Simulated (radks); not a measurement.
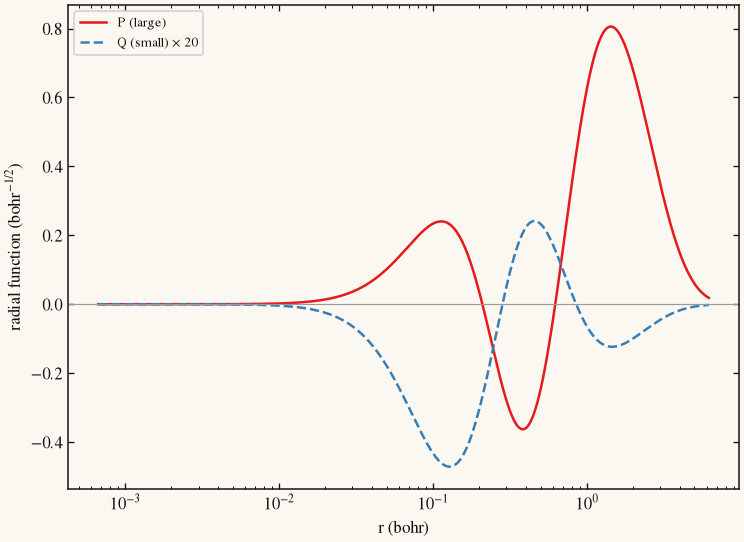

The large and small radial components of one occupied spinor. It is 5d5/2. The spinor has κ = −3: the large component has l = 2 and 2 radial nodes (r = 0.210 and 0.623 bohr), the small one has l = 3. The small component carries 0.015 % of the norm; ⟨r⟩ = 1.81 bohr and the eigenvalue is −20.8 eV. The nodes of P give n − l − 1 and its extent picks the shell; Q has as many nodes as P for κ < 0 and one more for κ > 0.

**Atomic calculation for Re²⁺**

- system: Re²⁺ (Z = 75, 73 electrons) in the configuration [Xe] 4f14 5d5 (5d3/2: 4, 5d5/2: 1).
- method: Dirac Kohn-Sham, PBEsol, spin-unpolarised, spherical densities, finite nucleus (the in-house radial solver radks)

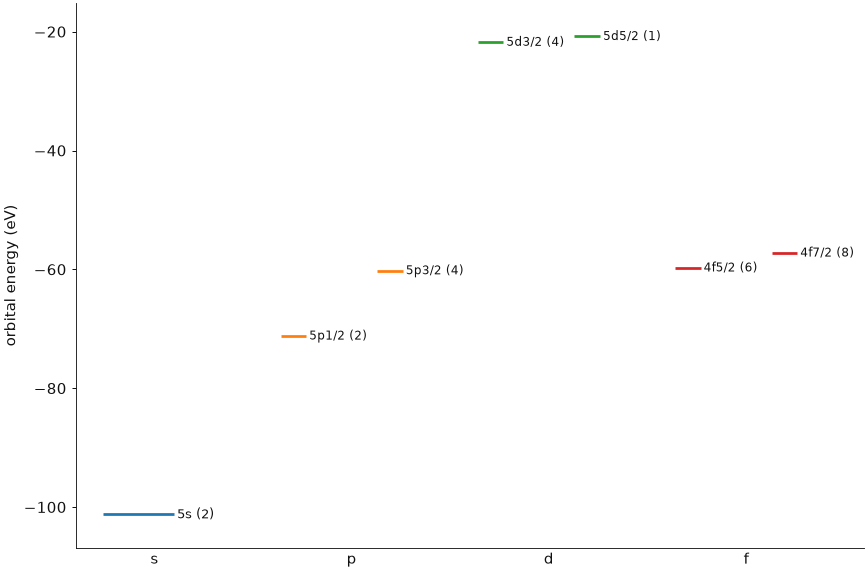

The outer levels are drawn by angular momentum (occupations in brackets, the lower j at the left of each column). The highest occupied level is 5d5/2 at −20.8 eV. The highest 6 occupied levels, from the top down, are 5d5/2 (−20.8 eV), 5d3/2 (−21.8 eV), 4f7/2 (−57.2 eV), 4f5/2 (−59.7 eV), 5p3/2 (−60.2 eV), 5p1/2 (−71.2 eV). Spin-orbit splittings: 5d 0.978 eV, 4f 2.51 eV, 5p 11.0 eV.

These pictures come from the run below.

## Input
```
Z 75
configuration [Xe] 4f14 5d5
relativity Dirac
functional pbe_sol,pbe_sol
spin unpolarised
j_filling energy
nucleus finite rms 5.3698 fm
c 137.035999084
```

Energies in input and log are in hartree, lengths in bohr (the nuclear radius in fm).

## The program's output
```
1s1/2   1   2.0000       -2628.39443392
2s1/2   1   2.0000        -455.92043246
2p1/2   1   2.0000        -436.41780445
2p3/2   1   4.0000        -383.54288352
3s1/2   1   2.0000        -105.99409203
3p1/2   1   2.0000         -97.25972113
3p3/2   1   4.0000         -85.77884088
3d3/2   1   4.0000         -71.05690679
3d5/2   1   6.0000         -68.56378366
4s1/2   1   2.0000         -22.57375716
4p1/2   1   2.0000         -18.92646416
4p3/2   1   4.0000         -16.24453900
4d3/2   1   4.0000         -10.24472818
4d5/2   1   6.0000          -9.74912045
4f5/2   1   6.0000          -2.19560422
4f7/2   1   8.0000          -2.10327397
5s1/2   1   2.0000          -3.71991220
5p1/2   1   2.0000          -2.61718198
5p3/2   1   4.0000          -2.21353965
5d3/2   1   4.0000          -0.80031104
5d5/2   1   1.0000          -0.76438615
Etot -16709.225662724282
Ekin 18884.209343132752
Encl -41755.13941822884
Eh 6489.2807776970085
Exc -327.5763653251994
err 2.4277519757715443e-09
it 16
```

## Orbitals

```tsv
orbital	occupation	energy (eV)	⟨r⟩ (bohr)	outer maximum (bohr)
1s	2	−71522.3	0.01805	0.0112
2s	2	−12406.2	0.07561	0.0647
2p1/2	2	−11875.5	0.06247	0.0480
2p3/2	4	−10436.7	0.07055	0.0550
3s	2	−2884.2	0.1970	0.182
3p1/2	2	−2646.6	0.1870	0.171
3p3/2	4	−2334.2	0.2019	0.185
3d3/2	4	−1933.6	0.1765	0.145
3d5/2	6	−1865.7	0.1811	0.148
4s	2	−614.263	0.4406	0.413
4p1/2	2	−515.015	0.4451	0.412
4p3/2	4	−442.036	0.4786	0.442
4d3/2	4	−278.773	0.4935	0.438
4d5/2	6	−265.287	0.5049	0.448
5s	2	−101.224	1.038	0.939
5p1/2	2	−71.217	1.138	1.00
5p3/2	4	−60.233	1.240	1.09
4f5/2	6	−59.745	0.5763	0.414
4f7/2	8	−57.233	0.5852	0.419
5d3/2	4	−21.778	1.754	1.39
5d5/2	1	−20.800	1.811	1.43
```

## Key numbers

- outcome: converged
- total energy: −16709.2257 hartree
- kinetic energy: 18884.2093 hartree
- electron–nucleus energy: −41755.1394 hartree
- Hartree energy: 6489.2808 hartree
- exchange–correlation energy: −327.576365 hartree
- radius at density 0.001 e/bohr³: 3.69 bohr
- SCF iterations: 16
- hardware: 1 CPU thread, shared host
